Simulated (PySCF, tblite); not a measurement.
# C3H3Cl: changes of charge, electronic excitations, EPR parameters, part 2 of 2

tblite 0.8.0 and PySCF 2.14.0. Atoms count from 0.

### Step 11. Harmonic vibrations (C₃H₃Cl+ (doublet), [CH]=[C+]CCl): PBE0-D3(BJ)/def2-SVP

The job: settings as JSON, then the geometry in Å.

```
{"job": {"xc": "PBE0", "basis": "def2-SVP", "d3": "d3bj", "grid": 2, "kind": "hessian"}, "charge": 1, "multiplicity": 2}
C      1.629795    -0.158037    -0.541715
C      0.489055    -0.046397    -0.078072
C     -0.807066     0.046532     0.485099
Cl    -1.954920     1.126348    -0.240264
H      2.630920    -0.253642    -0.950144
H     -0.717908     0.291840     1.575627
H     -1.257080    -0.978248     0.546259
```

The log of the run:

```text
coarse grid: 6744 points
cycle   1  E = -575.2518727548  dE =  7.689e-01  |g| = 2.052e-01  |ddm| = 2.045e+00
cycle   2  E = -575.1869097202  dE =  6.496e-02  |g| = 3.808e-01  |ddm| = 7.976e-01
cycle   3  E = -575.2746619472  dE = -8.775e-02  |g| = 1.081e-01  |ddm| = 5.931e-01
cycle   4  E = -575.2809376739  dE = -6.276e-03  |g| = 4.388e-02  |ddm| = 1.845e-01
cycle   5  E = -575.2820490087  dE = -1.111e-03  |g| = 2.011e-02  |ddm| = 6.779e-02
cycle   6  E = -575.2822781934  dE = -2.292e-04  |g| = 5.999e-03  |ddm| = 1.920e-02
cycle   7  E = -575.2823021733  dE = -2.398e-05  |g| = 1.906e-03  |ddm| = 6.728e-03
cycle   8  E = -575.2823077242  dE = -5.551e-06  |g| = 1.012e-03  |ddm| = 4.340e-03
final grid: 61488 points
cycle   9  E = -575.3458803082  dE = -1.238e-05  |g| = 2.228e-03  |ddm| = 9.550e-03
cycle  10  E = -575.3458807660  dE = -4.578e-07  |g| = 2.338e-03  |ddm| = 4.566e-03
cycle  11  E = -575.3458834215  dE = -2.656e-06  |g| = 6.843e-04  |ddm| = 2.310e-03
cycle  12  E = -575.3458837264  dE = -3.049e-07  |g| = 3.164e-04  |ddm| = 9.036e-04
cycle  13  E = -575.3458838540  dE = -1.276e-07  |g| = 2.084e-04  |ddm| = 6.074e-04
cycle  14  E = -575.3458839712  dE = -1.172e-07  |g| = 1.757e-04  |ddm| = 8.796e-04
cycle  15  E = -575.3458840090  dE = -3.784e-08  |g| = 6.863e-05  |ddm| = 4.536e-04
cycle  16  E = -575.3458840151  dE = -6.056e-09  |g| = 2.157e-05  |ddm| = 1.744e-04
cycle  17  E = -575.3458840159  dE = -8.453e-10  |g| = 1.339e-05  |ddm| = 6.247e-05
cycle  18  E = -575.3458840165  dE = -5.435e-10  |g| = 5.011e-06  |ddm| = 5.623e-05
cycle  19  E = -575.3458840167  dE = -2.318e-10  |g| = 2.993e-06  |ddm| = 3.820e-05
cycle  20  E = -575.3458840169  dE = -2.444e-10  |g| = 2.389e-06  |ddm| = 6.175e-05
cycle  21  E = -575.3458840170  dE = -6.548e-11  |g| = 1.648e-06  |ddm| = 3.577e-05
converged SCF energy = -575.3458840170

mode    cm-1
  1     181.7
  2     274.3
  3     486.6
  4     588.6
  5     724.7
  6     747.4
  7     779.7
  8    1013.2
  9    1035.1
 10    1162.0
 11    1198.0
 12    2112.0
 13    2898.0
 14    2915.5
 15    3392.2
ZPE 116.691  H(298)-E 131.412  G(298)-E 42.810 kJ/mol  S 297.17 J/(mol K)
```

Wall time 53 s (1 thread of AMD EPYC 9R14, shared host); peak memory 1.2 GiB.

Zero-point energy 116.69 kJ/mol (xTB gave 113.13).

### Step 12. Single point (C3H3Cl): wB97X-D3(BJ)/ma-def2-TZVP

Geometry: PBE0-D3(BJ)/def2-SVP, that of another charge or spin state.

The job, as its differences from that of step 11:

```diff
@@ -1,2 +1,2 @@
-{"job": {"xc": "PBE0", "basis": "def2-SVP", "d3": "d3bj", "grid": 2, "kind": "hessian"}, "charge": 1, "multiplicity": 2}
+{"job": {"kind": "sp", "xc": "wB97X", "basis": "ma-def2-TZVP", "d3": "d3bj", "grid": 2}, "charge": 0, "multiplicity": 1}
 C      1.629795    -0.158037    -0.541715
```

The log of the run:

```text
coarse grid: 6744 points
cycle   1  E = -576.3241826195  dE =  5.239e-01  |g| = 3.796e-01  |ddm| = 2.227e+00
cycle   2  E = -576.3399831109  dE = -1.580e-02  |g| = 3.410e-01  |ddm| = 8.166e-01
cycle   3  E = -576.3647594063  dE = -2.478e-02  |g| = 6.572e-02  |ddm| = 3.506e-01
cycle   4  E = -576.3655283013  dE = -7.689e-04  |g| = 4.073e-02  |ddm| = 8.373e-02
cycle   5  E = -576.3659292172  dE = -4.009e-04  |g| = 4.683e-03  |ddm| = 5.259e-02
cycle   6  E = -576.3659393316  dE = -1.011e-05  |g| = 1.224e-03  |ddm| = 1.796e-02
cycle   7  E = -576.3659401056  dE = -7.740e-07  |g| = 4.192e-04  |ddm| = 4.269e-03
final grid: 61488 points
cycle   8  E = -576.3540143231  dE = -2.578e-05  |g| = 4.492e-03  |ddm| = 1.001e-01
cycle   9  E = -576.3540155322  dE = -1.209e-06  |g| = 2.012e-03  |ddm| = 5.743e-03
cycle  10  E = -576.3540159052  dE = -3.730e-07  |g| = 1.583e-04  |ddm| = 1.822e-03
cycle  11  E = -576.3540159117  dE = -6.477e-09  |g| = 6.580e-05  |ddm| = 3.698e-04
converged SCF energy = -576.3540159117
```

Run time: 2.7 s. Hardware: 1 thread of AMD EPYC 9R14, shared host; peak memory 0.58 GiB.

### Step 13. Single point (C₃H₃Cl+ (doublet), [CH]=[C+]CCl): wB97X-D3(BJ)/ma-def2-TZVP

Geometry: PBE0-D3(BJ)/def2-SVP.

The job, as its differences from that of step 12:

```diff
@@ -1,2 +1,2 @@
-{"job": {"kind": "sp", "xc": "wB97X", "basis": "ma-def2-TZVP", "d3": "d3bj", "grid": 2}, "charge": 0, "multiplicity": 1}
+{"job": {"kind": "sp", "xc": "wB97X", "basis": "ma-def2-TZVP", "d3": "d3bj", "grid": 2}, "charge": 1, "multiplicity": 2}
 C      1.629795    -0.158037    -0.541715
```

The log of the run:

```text
final grid: 61488 points
cycle   1  E = -575.9574220416  dE = -2.182e-02  |g| = 1.620e-01  |ddm| = 6.938e-01
cycle   2  E = -575.9627759342  dE = -5.354e-03  |g| = 1.361e-01  |ddm| = 4.162e-01
cycle   3  E = -575.9723576705  dE = -9.582e-03  |g| = 1.433e-02  |ddm| = 1.802e-01
cycle   4  E = -575.9725694955  dE = -2.118e-04  |g| = 8.543e-03  |ddm| = 2.242e-02
cycle   5  E = -575.9727383252  dE = -1.688e-04  |g| = 6.117e-03  |ddm| = 1.998e-02
cycle   6  E = -575.9728478533  dE = -1.095e-04  |g| = 4.141e-03  |ddm| = 1.655e-02
cycle   7  E = -575.9729563801  dE = -1.085e-04  |g| = 2.305e-03  |ddm| = 2.690e-02
cycle   8  E = -575.9729959454  dE = -3.957e-05  |g| = 9.788e-04  |ddm| = 2.017e-02
cycle   9  E = -575.9730021976  dE = -6.252e-06  |g| = 4.780e-04  |ddm| = 7.696e-03
cycle  10  E = -575.9730033822  dE = -1.185e-06  |g| = 2.049e-04  |ddm| = 3.874e-03
cycle  11  E = -575.9730035039  dE = -1.218e-07  |g| = 1.040e-04  |ddm| = 8.420e-04
cycle  12  E = -575.9730035384  dE = -3.441e-08  |g| = 6.726e-05  |ddm| = 3.776e-04
cycle  13  E = -575.9730035516  dE = -1.327e-08  |g| = 4.314e-05  |ddm| = 6.104e-04
cycle  14  E = -575.9730035576  dE = -5.959e-09  |g| = 1.703e-05  |ddm| = 2.750e-04
converged SCF energy = -575.9730035576
```

It took 7 s on 1 thread of AMD EPYC 9R14, shared host; peak memory 0.62 GiB.

### Step 14. Single point (C3H3Cl): wB97X-D3(BJ)/ma-def2-TZVP in tetrahydrofuran

Geometry: PBE0-D3(BJ)/def2-SVP.

The job: settings as JSON, then the geometry in Å.

```
{"job": {"kind": "sp", "xc": "wB97X", "basis": "ma-def2-TZVP", "d3": "d3bj", "grid": 2, "solvent": "tetrahydrofuran"}, "charge": 0, "multiplicity": 1}
C      1.615250    -0.262033    -0.505401
C      0.507516    -0.123563    -0.038745
C     -0.816837     0.030670     0.528299
Cl    -1.713693     1.412432    -0.182852
H      2.598124    -0.381415    -0.922767
H     -0.760105     0.206303     1.612115
H     -1.422979    -0.870259     0.356008
```

The log of the run:

```text
final grid: 61488 points
cycle   1  E = -576.3679549192  dE = -5.686e-04  |g| = 1.165e-02  |ddm| = 2.442e-01
cycle   2  E = -576.3680077537  dE = -5.283e-05  |g| = 6.332e-03  |ddm| = 6.502e-02
cycle   3  E = -576.3680180916  dE = -1.034e-05  |g| = 1.993e-03  |ddm| = 1.653e-02
cycle   4  E = -576.3680201132  dE = -2.022e-06  |g| = 9.725e-04  |ddm| = 1.110e-02
cycle   5  E = -576.3680204068  dE = -2.936e-07  |g| = 3.367e-04  |ddm| = 2.951e-03
cycle   6  E = -576.3680204434  dE = -3.658e-08  |g| = 8.787e-05  |ddm| = 5.328e-04
cycle   7  E = -576.3680204484  dE = -5.020e-09  |g| = 2.817e-05  |ddm| = 2.972e-04
converged SCF energy = -576.3680204484
```

It took 2.9 s on 1 thread of AMD EPYC 9R14, shared host; peak memory 0.62 GiB.

### Step 15. Single point (C₃H₃Cl+ (doublet), [CH]=[C+]CCl): wB97X-D3(BJ)/ma-def2-TZVP in tetrahydrofuran

Geometry: PBE0-D3(BJ)/def2-SVP.

The job: settings as JSON, then the geometry in Å.

```
{"job": {"kind": "sp", "xc": "wB97X", "basis": "ma-def2-TZVP", "d3": "d3bj", "grid": 2, "solvent": "tetrahydrofuran"}, "charge": 1, "multiplicity": 2}
C      1.629795    -0.158037    -0.541715
C      0.489055    -0.046397    -0.078072
C     -0.807066     0.046532     0.485099
Cl    -1.954920     1.126348    -0.240264
H      2.630920    -0.253642    -0.950144
H     -0.717908     0.291840     1.575627
H     -1.257080    -0.978248     0.546259
```

The log of the run:

```text
final grid: 61488 points
cycle   1  E = -576.0615038776  dE = -1.481e-03  |g| = 1.951e-02  |ddm| = 2.261e-01
cycle   2  E = -576.0617929111  dE = -2.890e-04  |g| = 1.338e-02  |ddm| = 8.419e-02
cycle   3  E = -576.0619307945  dE = -1.379e-04  |g| = 4.891e-03  |ddm| = 1.826e-02
cycle   4  E = -576.0620197265  dE = -8.893e-05  |g| = 3.474e-03  |ddm| = 1.878e-02
cycle   5  E = -576.0620775722  dE = -5.785e-05  |g| = 2.220e-03  |ddm| = 1.279e-02
cycle   6  E = -576.0621206801  dE = -4.311e-05  |g| = 9.389e-04  |ddm| = 1.579e-02
cycle   7  E = -576.0621290442  dE = -8.364e-06  |g| = 4.259e-04  |ddm| = 8.755e-03
cycle   8  E = -576.0621295144  dE = -4.702e-07  |g| = 1.402e-04  |ddm| = 2.178e-03
cycle   9  E = -576.0621295723  dE = -5.794e-08  |g| = 5.620e-05  |ddm| = 6.943e-04
cycle  10  E = -576.0621295804  dE = -8.062e-09  |g| = 2.732e-05  |ddm| = 1.527e-04
converged SCF energy = -576.0621295804
```

It took 5.5 s on 1 thread of AMD EPYC 9R14, shared host; peak memory 0.62 GiB.

### Step 16. Changes of charge: wB97X-D3(BJ)/ma-def2-TZVP

This step combines the energies above: geometries from PBE0-D3(BJ)/def2-SVP, zero-point and thermal terms from PBE0-D3(BJ)/def2-SVP.

The job: settings as JSON, then the geometry in Å.

```
{"job": {"kind": "rx", "dirs": [1], "geom": {"xc": "PBE0", "basis": "def2-SVP", "d3": "d3bj", "grid": 1}, "hess": 1, "level": {"xc": "wB97X", "basis": "ma-def2-TZVP", "d3": "d3bj", "solvents": ["tetrahydrofuran"]}}, "charge": 0, "multiplicity": 1}
C      1.615250    -0.262033    -0.505401
C      0.507516    -0.123563    -0.038745
C     -0.816837     0.030670     0.528299
Cl    -1.713693     1.412432    -0.182852
H      2.598124    -0.381415    -0.922767
H     -0.760105     0.206303     1.612115
H     -1.422979    -0.870259     0.356008
```

Output (the driver's rows laid out field by field):

```text
ionisation and electron attachment, wB97X-D3(BJ)/ma-def2-TZVP // PBE0-D3(BJ)/def2-SVP

row 1
  change                  oxidation
  charge                  1
  multiplicity            2
  vertical_ev             10.6833
  vertical_s2             0.755
  formula                 C3H3Cl
  smiles                  [CH]=[C+]CCl
  kept                    yes
  pieces                  1
  point_group             Cs
  adiabatic_electronic_ev 10.5863
  adiabatic_ev            10.4966
  free_energy_ev          10.4772
  s2                      0.757
  bonds_moved             2 3 1.794 1.735; 1 2 1.449 1.416; 0 1 1.21 1.236; 2 5 1.099 1.121
  spin_on                 0 C 0.534; 1 C 0.236; 3 Cl 0.087
  charge_moved            0 C 0.315; 1 C 0.248; 3 Cl 0.207; 5 H 0.091
  vertical_back_ev        10.3679
  relaxation_parent_ev    0.2185
  relaxation_ion_ev       0.0969
  reorganisation_ev       0.3154
  solution                solvent tetrahydrofuran, absolute_potential_v 8.2145, solvation_parent_kj -15.69, solvation_ion_kj -234.0
```

It took 2.2 min on 1 thread of AMD EPYC 9R14, shared host; peak memory 0.62 GiB.

Energy taken up on oxidation, or given off on reduction (eV; adiabatic with zero-point energy):

| change | product | vertical | adiabatic | free energy | reorganisation | ⟨S²⟩ |
| --- | --- | --- | --- | --- | --- | --- |
| oxidation (multiplicity 2) | [CH]=[C+]CCl | 10.68 | 10.50 | 10.48 | 0.32 | 0.76 |

On oxidation to multiplicity 2 charge changes most on C0 (+0.32 e), C1 (+0.25 e), Cl3 (+0.21 e); the spin sits on C0 (0.53), C1 (0.24), Cl3 (0.09); the bond C2–Cl3 goes from 1.794 to 1.735 Å; the absolute potential is 8.21 V in tetrahydrofuran.

### Step 17. Electronic excitations: TDDFT B3LYP/def2-SVPD

The job: settings as JSON, then the geometry in Å.

```
{"job": {"kind": "uv", "xc": "B3LYP", "basis": "def2-SVPD", "nstates": 6, "ntriplets": 0}, "charge": 0, "multiplicity": 1}
C      1.615250    -0.262033    -0.505401
C      0.507516    -0.123563    -0.038745
C     -0.816837     0.030670     0.528299
Cl    -1.713693     1.412432    -0.182852
H      2.598124    -0.381415    -0.922767
H     -0.760105     0.206303     1.612115
H     -1.422979    -0.870259     0.356008
```

With the program's defaults for keys left out, this is: TDDFT B3LYP/def2-SVPD, vertical, gas phase, core orbitals frozen in the response.

The log of the run:

```text
coarse grid: 6744 points
cycle   1  E = -575.9447985066  dE =  3.440e-01  |g| = 3.188e-01  |ddm| = 7.367e+00
cycle   2  E = -575.9368756267  dE =  7.923e-03  |g| = 3.662e-01  |ddm| = 1.956e+00
cycle   3  E = -575.9689833950  dE = -3.211e-02  |g| = 1.242e-01  |ddm| = 6.742e-01
cycle   4  E = -575.9726801796  dE = -3.697e-03  |g| = 4.068e-02  |ddm| = 1.659e-01
cycle   5  E = -575.9730677433  dE = -3.876e-04  |g| = 9.637e-03  |ddm| = 6.336e-02
cycle   6  E = -575.9730900052  dE = -2.226e-05  |g| = 1.989e-03  |ddm| = 2.332e-02
cycle   7  E = -575.9730911347  dE = -1.130e-06  |g| = 5.063e-04  |ddm| = 5.928e-03
final grid: 61488 points
cycle   8  E = -576.0436212854  dE = -1.406e-05  |g| = 3.740e-03  |ddm| = 6.048e-02
cycle   9  E = -576.0436181397  dE =  3.146e-06  |g| = 5.054e-03  |ddm| = 1.225e-02
cycle  10  E = -576.0436248018  dE = -6.662e-06  |g| = 9.630e-04  |ddm| = 7.142e-03
cycle  11  E = -576.0436250328  dE = -2.310e-07  |g| = 2.220e-04  |ddm| = 1.323e-03
cycle  12  E = -576.0436250454  dE = -1.263e-08  |g| = 5.473e-05  |ddm| = 3.732e-04
cycle  13  E = -576.0436250461  dE = -7.349e-10  |g| = 1.390e-05  |ddm| = 1.282e-04
converged SCF energy = -576.0436250461

Static polarisability (au): isotropic 50.485, principal 37.649 43.849 69.956

Singlet excitations
state   eV       nm        f      main configurations
  1   5.7377    216.1   0.00004   H->L 0.95
  2   6.2601    198.1   0.05004   H-1->L 0.75, H->L+2 0.20
  3   6.6086    187.6   0.00147   H-2->L 0.93
  4   6.7125    184.7   0.00369   H-3->L 0.89
  5   6.7977    182.4   0.00086   H-1->L+2 0.92
  6   7.2121    171.9   0.01184   H->L+1 0.96
```

Wall time 3 s (1 thread of AMD EPYC 9R14, shared host).

The orbitals next to the gap, with their largest atomic shares:

| orbital | eV | atoms |
| --- | --- | --- |
| HOMO−3 | -8.75 | Cl3 70 %, C2 13 %, C1 8 % |
| HOMO−2 | -8.67 | Cl3 69 %, C1 10 %, C2 10 % |
| HOMO−1 | -8.09 | C1 36 %, C0 36 %, Cl3 20 % |
| HOMO | -7.96 | C0 35 %, C1 32 %, Cl3 14 % |
| LUMO | -0.80 | Cl3 36 %, C0 20 %, C2 19 % |
| LUMO+1 | 0.25 | C2 21 %, Cl3 21 %, C1 18 % |
| LUMO+2 | 0.36 | C0 32 %, C1 29 %, C2 12 % |

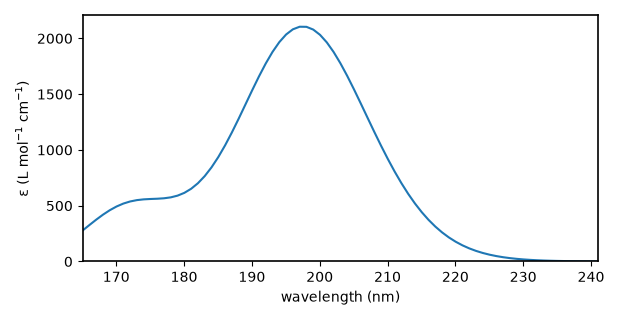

Absorption spectrum: each of the 6 states is a Gaussian band of 0.4 eV half-width at 1/e. Beyond the last state computed it falls off for lack of states.

Further results of this job:

| property | computed |
| --- | --- |
| dipole moment (D) | 1.76 |
| polarisability (Å³) | 7.48 |
| HOMO–LUMO gap (eV) | 7.16 |
| −ε(HOMO) (eV) | 7.96 |

### Step 18. EPR parameters (C₃H₃Cl+ (doublet), [CH]=[C+]CCl): UKS B3LYP, pcH-1 on C Cl H

The job: settings as JSON, then the geometry in Å.

```
{"job": {"kind": "epr", "basis": "pcH-1"}, "charge": 1, "multiplicity": 2}
C      1.629795    -0.158037    -0.541715
C      0.489055    -0.046397    -0.078072
C     -0.807066     0.046532     0.485099
Cl    -1.954920     1.126348    -0.240264
H      2.630920    -0.253642    -0.950144
H     -0.717908     0.291840     1.575627
H     -1.257080    -0.978248     0.546259
```

Level: UKS B3LYP, pcH-1 on C Cl H, non-relativistic, mean-field spin-orbit, GIAO.

The log of the run:

```text
UKS, coarse grid
  cycle   1  E = -575.85662750  |g| = 2.17e-01
  cycle   2  E = -575.79649582  |g| = 3.63e-01
  cycle   3  E = -575.86602015  |g| = 1.57e-01
  cycle   4  E = -575.87653639  |g| = 8.19e-02
  cycle   5  E = -575.88056132  |g| = 2.71e-02
  cycle   6  E = -575.88096252  |g| = 9.99e-03
  cycle   7  E = -575.88101535  |g| = 1.48e-03
  cycle   8  E = -575.88101843  |g| = 7.85e-04
UKS, final grid
  cycle   1  E = -575.88102182  |g| = 1.37e-03
  cycle   2  E = -575.88101069  |g| = 4.31e-03
  cycle   3  E = -575.88102337  |g| = 3.29e-04
  cycle   4  E = -575.88102343  |g| = 2.25e-04
  cycle   5  E = -575.88102350  |g| = 1.43e-04
  cycle   6  E = -575.88102354  |g| = 3.18e-05
  cycle   7  E = -575.88102354  |g| = 1.68e-05
E = -575.88102354 Eh   <S^2> = 0.7538 (exact 0.7500)
g shifts (ppm)      1          2          3
  rmc          -183       -183       -183
  gc             -0         41         30
  oz_so           6      41029      51845
  total        -178      40925      51730
hyperfine (MHz)  atom isotope    a_iso     a_fc   dipolar eigenvalues
    0   13C      26.85      26.85    -36.95    -36.61     73.56
    1   13C      -9.83      -9.83    -24.89    -12.86     37.75
    2   13C     -26.37     -26.37    -10.16     -7.92     18.07
    3  35Cl       7.65       7.65    -48.10    -47.79     95.88
    4    1H     -37.58     -37.58    -16.39     -4.43     20.82
    5    1H     221.20     221.20     -8.04     -4.81     12.84
    6    1H     219.17     219.17     -8.01     -4.79     12.80
```

It took 8.4 s on 1 thread of AMD EPYC 9R14, shared host.

Warnings kept with the result: orbitally degenerate or nearly so: second-order g, spin-orbit hyperfine and D do not apply.

Principal g values 2.00214, 2.04324, 2.05405; g(iso) = 2.03315, against 2.00232 for a free electron. They are not to be trusted: the run shows a large g shift, which the driver flags as unsure.

Hyperfine couplings; where a row names several nuclei, a(iso) is their mean (it holds for fast rotation or exchange) and the dipolar term the largest among them:

| nuclei | isotope | a(iso) (MHz) | a(iso) (G, at g = 2.0023) | largest dipolar term (MHz) |
| --- | --- | --- | --- | --- |
| H5, H6 | 1H | 220.2 | 78.6 | 12.8 |
| H4 | 1H | -37.6 | -13.4 | 20.8 |
| C0 | 13C | 26.8 | 9.6 | 73.6 |
| C2 | 13C | -26.4 | -9.4 | 18.1 |
| C1 | 13C | -9.8 | -3.5 | 37.8 |
| Cl3 | 35Cl | 7.6 | 2.7 | 95.9 |

Mulliken spin populations:

| atom | value (e) |
| --- | --- |
| C0 | 0.42 |
| C1 | 0.17 |
| C2 | -0.01 |
| Cl3 | 0.27 |
| H4 | -0.02 |
| H5 | 0.08 |
| H6 | 0.08 |

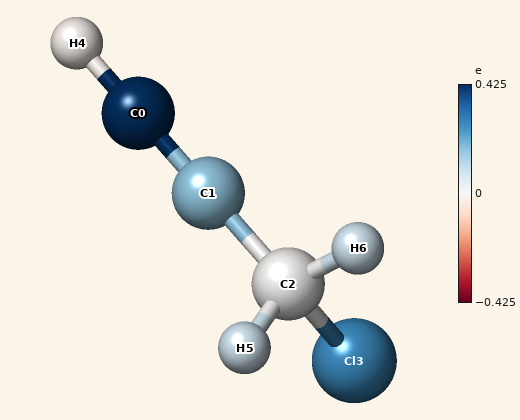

Mulliken spin populations, as colours on the atoms.

### Step 19. Spectra of the species

The job: settings as JSON, then the geometry in Å.

```
{"job": {"kind": "rx", "dirs": [1], "geom": {"xc": "PBE0", "basis": "def2-SVP", "d3": "d3bj", "grid": 1}, "hess": 1, "level": {"xc": "wB97X", "basis": "ma-def2-TZVP", "d3": "d3bj", "solvents": ["tetrahydrofuran"]}, "spectra": true}, "charge": 0, "multiplicity": 1}
C      1.615250    -0.262033    -0.505401
C      0.507516    -0.123563    -0.038745
C     -0.816837     0.030670     0.528299
Cl    -1.713693     1.412432    -0.182852
H      2.598124    -0.381415    -0.922767
H     -0.760105     0.206303     1.612115
H     -1.422979    -0.870259     0.356008
```

The log of the run:

```text
uv C#CCCl +0: TDDFT B3LYP/def2-SVPD, vertical, gas phase, core orbitals frozen in the response
epr [CH]=[C+]CCl +1: UKS B3LYP, pcH-1 on C Cl H, non-relativistic, mean-field spin-orbit, GIAO
```

Wall time 11 s (1 thread of AMD EPYC 9R14, shared host).

This step only lists the spectra that were run on the species above.

### Step 20. Summary of results

What follows sums up all 2 parts.

| quantity | value |
| --- | --- |
| strongest single infrared mode (GFN2-xTB) | 641 cm⁻¹, 28 km/mol |
| zero-point energy (GFN2-xTB) | 28.7 kcal/mol |
| point group | Cs |
| rotational constants (main isotopes) | 24.59, 3.05, 2.76 GHz |
| ionisation energy (wB97X-D3(BJ)/ma-def2-TZVP) | vertical 10.68 eV, adiabatic 10.50 eV |
| lowest singlet (B3LYP/def2-SVPD) | 5.74 eV (216 nm), f = 0.000 |
| brightest single state of those computed | state 2, 6.26 eV, f = 0.050 |

In words: All 15 modes are real, so the xTB geometry is a minimum. The strongest single mode, at 641 cm⁻¹, moves mainly H4. GFN2-xTB is a fitted tight-binding method: band positions and strengths are rough. Its intensities can rank the bands wrongly. Relaxing lowered the energy by 0.038 eV in 3 steps; the close pair that moved most is C0–H4, from 1.049 to 1.074 Å (PBE0/def2-SVP). At wB97X-D3(BJ)/ma-def2-TZVP, relaxation with the zero-point term after oxidation moves the energy taken up from 10.68 eV (vertical) to 10.50 eV (adiabatic, with zero-point energy). The lowest singlet, at 5.74 eV, is HOMO→LUMO 0.95 and is dark; of the 6 states computed, the strongest absorption comes from state 2 at 6.26 eV.
